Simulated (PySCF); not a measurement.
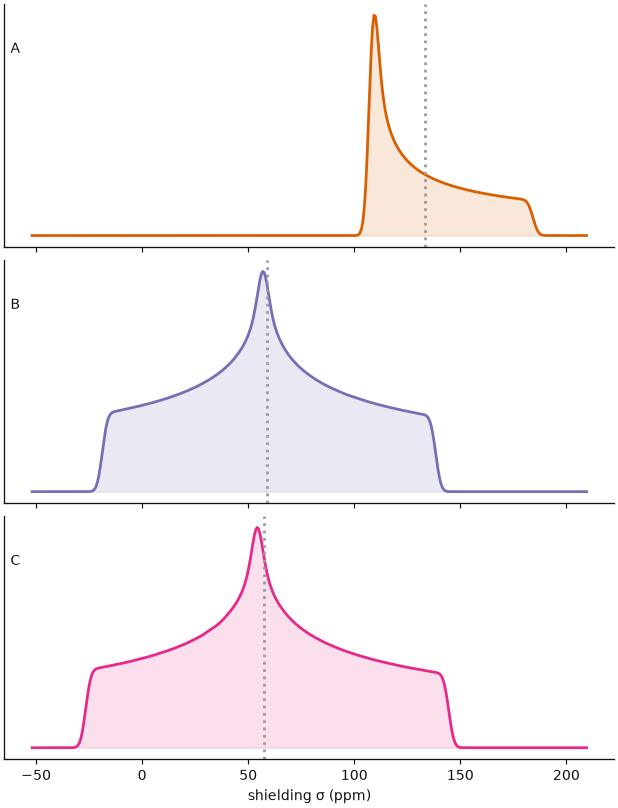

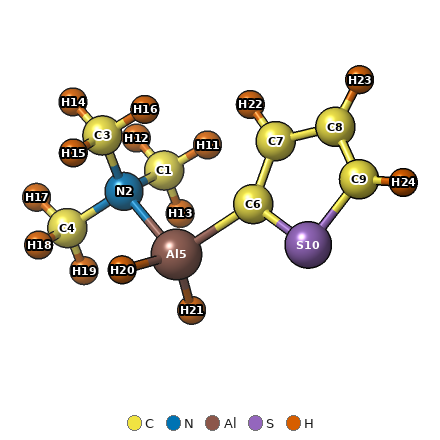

Static powder patterns (¹³C) from GIAO shielding tensors of C₇H₁₄AlNS, SMILES C[N+](C)(C)[AlH2-][c]1cccs1, singlet, KT2/pcSseg-1, PySCF, at a PBE0-D3(BJ)/def2-SVP geometry (no frequency check); absolute shielding, one fixed geometry of the isolated molecule without any motion, no dipolar terms. The dotted line is the isotropic value; skew is 3(σiso − σ22)/span.

Q: The patterns belong to C4, C7 and C9, from the top. Give the principal values, span and skew.

A: C4: σ11, σ22, σ33 = 108, 109, 184 ppm, isotropic 133, span 77 ppm, skew 0.97; C7: σ11, σ22, σ33 = −19, 57, 138 ppm, isotropic 59, span 157 ppm, skew 0.04; C9: σ11, σ22, σ33 = −27, 54, 145 ppm, isotropic 57, span 171 ppm, skew 0.05.

Note: one conformer of a flexible molecule.
